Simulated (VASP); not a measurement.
Band structure of BeSe (zinc blende). Calculation: PBE GGA, VASP's PBE PAW potentials (set 64) (plane waves; VASP).

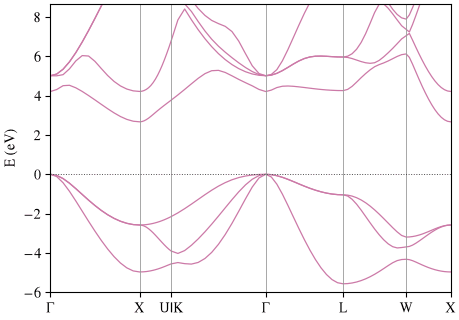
Figure. Bands along high-symmetry lines, zero at the valence-band maximum or, without a gap, the Fermi level

**Question.** Read the plot: is there a gap, and where are the band edges?

**Answer.** The gap is indirect, 2.67 eV, from the valence maximum at Γ to the conduction minimum at X. (Edges off the drawn lines would not show.)

Measured: gap 4.00 eV (computed value off by -1.33 eV), as given by Das et al., (2018), arXiv:1807.05623.

The compound is BeSe in the zinc blende structure. It was relaxed first.
